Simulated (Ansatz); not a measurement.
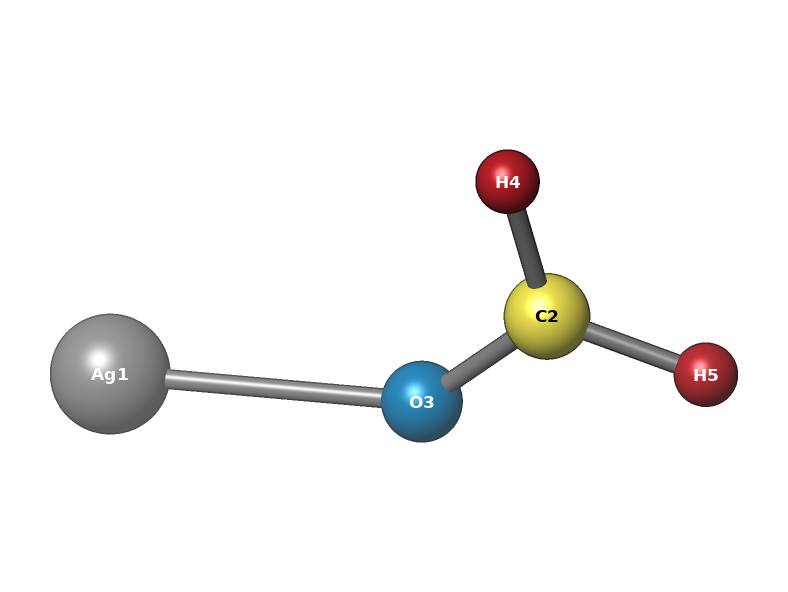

Simulated data, not a measurement (program: Ansatz).

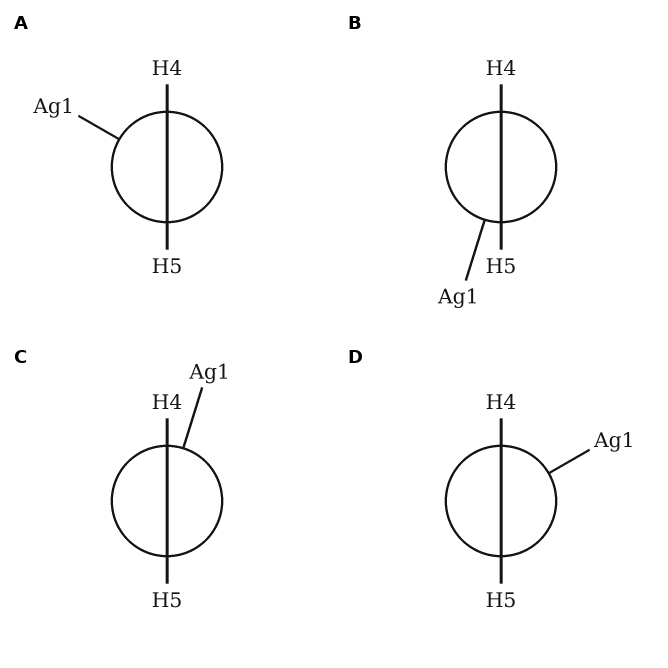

Distant atoms are faded towards the background colour. Bonds that would overlap in a projection are set slightly apart. Charge +1, singlet. Geometry: a pair of rigid molecules at a changed separation.

**Which Newman projection shows the view along C2–O3, with C2 in front?**

C. The torsion angle H4–C2–O3–Ag1 is 0°, synperiplanar (eclipsed).
